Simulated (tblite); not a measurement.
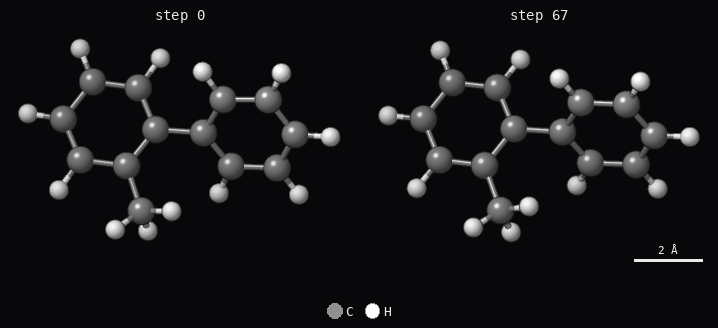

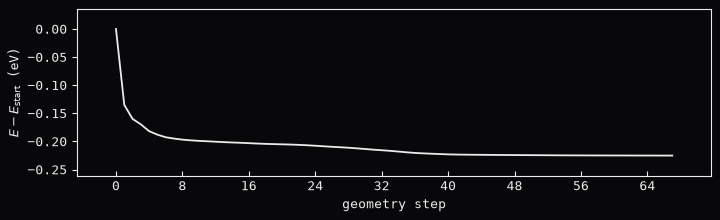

First and last geometry of a relaxation of C13H12, with the history of the run. The picture is a ball-and-stick view, seen at a tilt.

These are results of tblite 0.8.0, GFN2-xTB geometry optimisation, gas phase, not measurements. 

Read the history and describe the run.

Answer. It converged. The energy falls by 0.225 eV in 67 geometry steps. An H atom moves most after the best rigid fit: 0.37 Å. By element the largest moves are H 0.37 Å, C 0.20 Å. Some distances before and after: C–C 1.455 → 1.500 Å, C–H 1.122 → 1.088 Å, C–C 1.452 → 1.476 Å, C–C 1.368 → 1.391 Å. Bond angles that change, for instance: H–C–H 104.1° → 109.0°, C–C–H 116.1° → 120.0°, C–C–H 123.5° → 120.0°.
